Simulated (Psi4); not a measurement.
**Si2H5 (SMILES [SiH2][SiH3]): UMP2/def2-SVPD**

What is the energy change on altering one bond length of Si2H5 at UMP2/def2-SVPD? 

The calculation is run with Psi4 1.11.

1 further run of the same task is left out (set aside as unsound or not needed).

## Step 1: The system as given

Si2H5 has 7 atoms, charge 0, and is taken as a doublet. SMILES: `[SiH2][SiH3]`. The shape is that of a PBE0-D4/def2-TZVP optimisation.

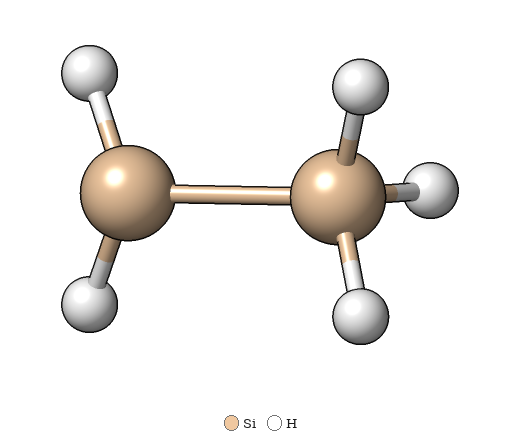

The structure, seen from a chosen angle (silicon light orange, hydrogen white).

## Step 2: A single-point energy at UMP2/def2-SVPD

The input, h5si2.py:

```python
import psi4

psi4.set_memory('1600 MB')
psi4.set_num_threads(1)
psi4.core.set_output_file('run.log', False)

mol = psi4.geometry("""
0 2
Si
Si 1 2.32444
H 1 1.488519 2 114.52243
H 1 1.488478 3 109.94172 2 -130.59822
H 2 1.486639 1 108.96684 4 -56.24176
H 2 1.48994 5 108.53496 1 -123.05805
H 2 1.48669 5 109.0627 6 -118.06565
symmetry c1
""")

psi4.set_options({
    'reference': 'uhf',
    'puream': True,
    'e_convergence': 1e-09,
    'd_convergence': 1e-08,
    'scf_type': 'pk',
    'num_frozen_docc': 10,
    'mp2_type': 'conv',
    'maxiter': 200,
})

e_tot, wfn = psi4.energy("mp2/def2-SVPD", return_wfn=True)
print(f'mp2/def2-SVPD energy: {e_tot:.10f} Eh')
```

Started as:

```sh
$ python h5si2.py
```

run.log, cut to the lines that bear on the results:

```text
[...]
  Running in c1 symmetry.
[...]
  Nuclear repulsion =   82.797395507358075
[...]
  Multiplicity = 2
[...]
  Nalpha       = 17
  Nbeta        = 16
[...]
    Number of basis functions: 88
[...]
   @UHF iter   1:  -580.50621783660085   -6.54558e-01   1.71036e-03 ADIIS/DIIS
[...]
   @UHF iter  12:  -580.54829604730435   -1.54614e-11   7.99016e-09 DIIS
[...]
   @S^2 Observed:                7.583932516E-01
[...]
    Orbital Energies [Eh]
    ---------------------
    Alpha Occupied:
       1A    -68.761804     2A    -68.760902     3A     -6.134212
       4A     -6.130730     5A     -4.250822     6A     -4.241389
       7A     -4.241099     8A     -4.240890     9A     -4.240807
      10A     -4.240481    11A     -0.759471    12A     -0.672748
      13A     -0.503205    14A     -0.492981    15A     -0.474981
      16A     -0.425073    17A     -0.323119
    Alpha Virtual:
      18A      0.084984    19A      0.091346    20A      0.122594
      21A      0.133595    22A      0.134916    23A      0.138415
      24A      0.163653    25A      0.174142    26A      0.205797
[...]
  @UHF Final Energy:  -580.54829604730435
   => Energetics <=
    Nuclear Repulsion Energy =             82.7973955073580754
    One-Electron Energy =                -969.3429485893428819
    Two-Electron Energy =                 305.9972570346804446
    Total Energy =                       -580.5482960473043477
  UHF NO Occupations:
  HONO-2 :   15  A 1.9995649
  HONO-1 :   16  A 1.9967386
[...]
 Multipole Moments:
 ------------------------------------------------------------------------------------
     Multipole            Electronic (a.u.)      Nuclear  (a.u.)        Total (a.u.)
 ------------------------------------------------------------------------------------
 L = 1.  Multiply by 2.5417464519 to convert [e a0] to [Debye]
 Dipole X            :         -0.8508258            0.8712232            0.0203974
 Dipole Y            :         -0.4114255            0.4214307            0.0100053
 Dipole Z            :         -1.2387681            1.2619846            0.0232165
 Magnitude           :                                                    0.0324833
[...]
	SCS-MP2 Total Energy (a.u.)        :  -580.76258295459047
	SOS-MP2 Total Energy (a.u.)        :  -580.75278463733912
	SCSN-MP2 Total Energy (a.u.)       :  -580.60003116239193
[...]
	SOS-PI-MP2 Total Energy (a.u.)     :  -580.78686606901158
[...]
	MP2 Total Energy (a.u.)            :  -580.74809815742094
[...]
```

Standard output:

```text
mp2/def2-SVPD energy: -580.7480981574 Eh
```

It took 4.5 s on 1 thread of Intel Xeon 6975P-C (Granite Rapids), shared host; peak memory 0.43 GiB.

## Step 3: The distorted shape, same level

The input, calc.dat:

```
memory 1.6 GB

molecule {
  0 2
  Si
  Si 1 2.32444
  H 1 1.488519 2 114.52243
  H 1 1.488478 3 109.94172 2 -130.59822
  H 2 1.486639 1 108.96684 4 -56.24176
  H 2 1.48994 5 108.53496 1 -123.05805
  H 2 1.9327 5 109.06272 6 -118.06565
  symmetry c1
  no_reorient
  no_com
}

set {
  basis           def2-SVPD
  reference       uhf
  puream          true
  e_convergence   1e-09
  d_convergence   1e-08
  scf_type        pk
  num_frozen_docc 10
  mp2_type        conv
  maxiter         200
}

energy_value, wavefunction = energy('mp2', return_wfn=True)
print_variables()
```

Started as:

```sh
$ psi4 -i calc.dat -o calc.out -n 1
```

calc.out, cut to the lines that bear on the results:

```text
[...]
  Running in c1 symmetry.
[...]
  Nuclear repulsion =   81.344607703552413
[...]
  Multiplicity = 2
[...]
  Nalpha       = 17
  Nbeta        = 16
[...]
    Number of basis functions: 88
[...]
   @UHF iter   1:  -580.46500089538790   -7.55454e-01   1.67691e-03 ADIIS/DIIS
[...]
   @UHF iter  15:  -580.50803604994712   -2.95586e-12   3.78393e-09 DIIS
[...]
   @S^2 Observed:                7.586624433E-01
[...]
    Orbital Energies [Eh]
    ---------------------
    Alpha Occupied:
       1A    -68.791609     2A    -68.768491     3A     -6.155738
       4A     -6.140700     5A     -4.266178     6A     -4.265793
       7A     -4.265517     8A     -4.257328     9A     -4.247553
      10A     -4.247496    11A     -0.757652    12A     -0.667021
      13A     -0.505355    14A     -0.492570    15A     -0.446908
      16A     -0.408436    17A     -0.328212
    Alpha Virtual:
      18A      0.074538    19A      0.088674    20A      0.106666
      21A      0.128144    22A      0.133711    23A      0.136144
      24A      0.156549    25A      0.173152    26A      0.208201
[...]
  @UHF Final Energy:  -580.50803604994712
   => Energetics <=
    Nuclear Repulsion Energy =             81.3446077035524127
    One-Electron Energy =                -966.1260235936435947
    Two-Electron Energy =                 304.2733798401441163
    Total Energy =                       -580.5080360499471226
  UHF NO Occupations:
  HONO-2 :   15  A 1.9995317
  HONO-1 :   16  A 1.9966965
[...]
 Multipole Moments:
 ------------------------------------------------------------------------------------
     Multipole            Electronic (a.u.)      Nuclear  (a.u.)        Total (a.u.)
 ------------------------------------------------------------------------------------
 L = 1.  Multiply by 2.5417464519 to convert [e a0] to [Debye]
 Dipole X            :         -0.3080629            0.5689828            0.2609200
 Dipole Y            :         -0.7698865            0.6213620           -0.1485244
 Dipole Z            :         -1.5191986            1.3867352           -0.1324634
 Magnitude           :                                                    0.3281544
[...]
	SCS-MP2 Total Energy (a.u.)        :  -580.72450627313174
	SOS-MP2 Total Energy (a.u.)        :  -580.71474235277196
	SCSN-MP2 Total Energy (a.u.)       :  -580.55958954944674
[...]
	SOS-PI-MP2 Total Energy (a.u.)     :  -580.74919340324277
[...]
	MP2 Total Energy (a.u.)            :  -580.70958306338048
[...]
```

Wall time 4.8 s (1 thread of Intel Xeon 6975P-C (Granite Rapids), shared host); peak memory 0.43 GiB.

## Step 4: What came out

Level: UMP2/def2-SVPD, 10 core orbitals frozen.

```
                                                                   quantity          value
                                                  first shape: total energy  -580.74810 Eh
    first shape: HOMO energy (Hartree–Fock orbitals) (highest over α and β)       -8.79 eV
     first shape: LUMO energy (Hartree–Fock orbitals) (lowest over α and β)        0.98 eV
                  first shape: correlation energy (10 core orbitals frozen)     -199.8 mEh
                             first shape: ⟨S²⟩ of the reference determinant          0.758
                                              distorted shape: total energy  -580.70958 Eh
distorted shape: HOMO energy (Hartree–Fock orbitals) (highest over α and β)       -8.93 eV
 distorted shape: LUMO energy (Hartree–Fock orbitals) (lowest over α and β)        0.87 eV
              distorted shape: correlation energy (10 core orbitals frozen)     -201.5 mEh
                         distorted shape: ⟨S²⟩ of the reference determinant          0.759
         energy change with the Si2–H7 bond stretched from 1.487 to 1.933 Å       1.048 eV
```

What this shows: With the Si2–H7 bond stretched from 1.487 to 1.933 Å the energy rises by 1.05 eV (101 kJ/mol). The first shape isn't relaxed at this level, so the change isn't measured from a minimum.
